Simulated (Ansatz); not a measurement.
# TePd (P6_3/mmc): a Bloch–Grüneisen fit of the computed resistivity

Can the computed ρ(T) of TePd (P6_3/mmc) be held by the Bloch–Grüneisen form, and does the fit predict a row it has not seen?

The resistivities were computed with Ansatz 0.2.0 (DFT PBEsol, scalar-relativistic, plane waves, PAW) from the linearised Boltzmann equation with harmonic phonons, on q 3×3×2, k 15×15×10, scattering 24×24×12; the fit below is done by hand on them.

**1. Computed resistivities**

It takes space group P6_3/mmc (No. 194, hexagonal). Conventional cell: a = 4.157 Å, b = 4.157 Å, c = 5.612 Å, α = 90.00°, β = 90.00°, γ = 120.00°. Te on site c has 6 Pd at 2.78 Å as nearest neighbours. Pd on site a has 6 Te at 2.78 Å and 2 Pd at 2.81 Å as nearest neighbours.

This is the relaxed cell of the run, from steps not shown here.

The mean resistivity of the three axes from 50 to 800 K, with one row held back; the colder rows stay outside the fit and test it at the end:

```
T (K)  ρ (μΩ cm)
   50      2.276
   80      5.093
  100      6.933
  150      11.29
  200      15.38
  273          ?
  300      23.09
  400      30.39
  500      37.44
  600      44.33
  800      57.83
```

**2. The fit**

Bloch and Grüneisen's form is ρ(T) = A (T/Θ)⁵ J₅(Θ/T), with J₅(z) the integral of x⁵/((eˣ − 1)(1 − e⁻ˣ)) from 0 to z. It goes as T⁵ far below Θ and as A T/(4Θ) far above. For a trial Θ the best A is the geometric mean of ρ/[(T/Θ)⁵ J₅] over the rows, and the scatter of that ratio measures the fit:

```
Θ (K)  A (μΩ cm)  scatter (%)
   94      27.18          9.8
  124      36.79          6.2
  140      42.22          4.2
  156      47.89          3.2
  172      53.84          4.2
  196      63.33          8.1
  234      79.96         15.9
```

The scatter is least at Θ = 156 K, with A = 47.89 μΩ cm (3.2 % r.m.s.).

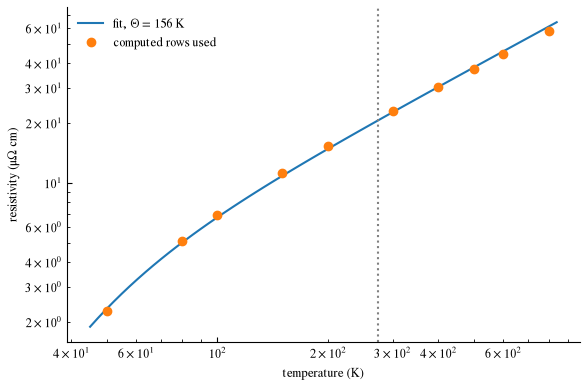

The fit through the rows used; the dotted line marks the temperature held back.

**3. The row held back**

At T = 273 K, Θ/T = 0.571, J₅ = 0.02618 and (T/Θ)⁵ = 16.41, so the fit gives 20.58 μΩ cm. The computed value is 21.06 μΩ cm: the fit is off by -2.29 %. Outside its range, at 20 K, it gives 0.165 against 0.187 μΩ cm computed, 0.88 times that; at that temperature the run's own test moves by 7 % between meshes in the component that moves most. Among the rows used, the largest miss is +5.9 %, at 800 K.

**4. What the two numbers mean**

Θ = 156 K is 1.39 times ħω_log/k_B (112 K) and 0.55 of the highest phonon frequency (282 K). The high-temperature slope of the fit, A/(4Θ), is 0.0768 μΩ cm/K. The same slope from the run's transport coupling and plasma energy, 2π k_B λ_tr/(ħ ε₀ ω_p²) with λ_tr = 0.644, 0.644, 0.698 (xx, yy, zz) and ħω_p = 5.32, 5.32, 6.68 (xx, yy, zz) eV, is 0.0819 μΩ cm/K in the mean of the axes, +6.7 % from it. For comparison, the computed rows rise by 0.0675 μΩ cm/K between the two hottest.

**5. Results**

```
Θ                                            : 156 K
A                                            : 47.89 μΩ cm
scatter of the fit                           : 3.2 %
held-back row at 273 K, fit against computed : 20.58 against 21.06 μΩ cm
```

Two numbers, Θ = 156 K and A = 47.9 μΩ cm, hold the computed ρ(T) from 50 to 800 K within 3.16 % r.m.s. and predict the held-back row within 2.29 %. The misses are not random: the largest is +5.9 %, at 800 K. By the run's own test the resistivity at 300 K moves by 7 % between its two finest scattering meshes, in the component that moves most. The mean hides an anisotropy: at 300 K the components are 25.9, 25.9, 17.5 (xx, yy, zz) μΩ cm. The fit describes the calculation: impurities, thermal expansion, changes of phase and anharmonicity are in neither.

[Logs are printed without paths, hosts, clocks, repeated set-up lines and the standing remarks that a program may print on its own settings, such as how far it seeks lower states.]

[Hosts, paths, dates, database ids (printed as entryN), source tags and the programs' standing remarks are cut or masked in the printed files.]
